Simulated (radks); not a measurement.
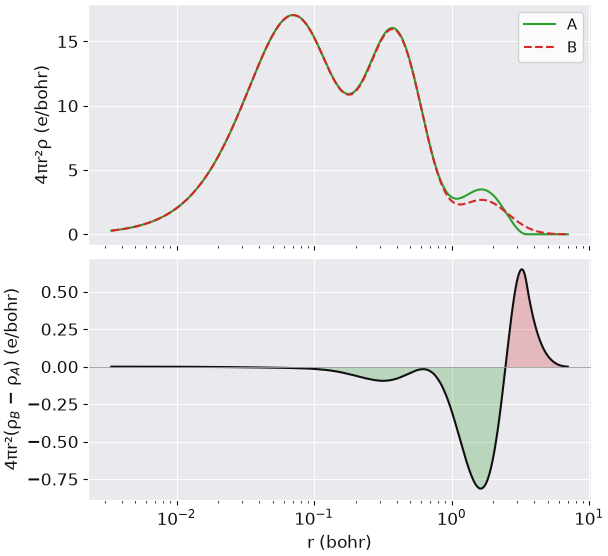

The neutral phosphorus atom in [Ne] 3s2 3p3 (high spin) was computed in two surroundings: the hard spherical wall at 3.5 bohr; the hard spherical wall at 7 bohr. Method: non-relativistic Kohn-Sham, PBEsol, spin-polarised, spherical densities, point nucleus; computed with the in-house radial solver radks.

The plot shows both radial densities and the radial density of run B less that of run A; on the logarithmic r axis, areas aren't charges.

Assign A and B and describe the change of the density.

Answer. A is the hard spherical wall at 3.5 bohr; B is the hard spherical wall at 7 bohr. B holds 0.89 electrons more than A where the difference is positive (most at r = 3.2 bohr) and 0.89 electrons fewer where it is negative (most at r = 1.6 bohr), with no net change. The tighter surroundings push the outer density inwards. The energy of B less that of A is −15.3 eV.
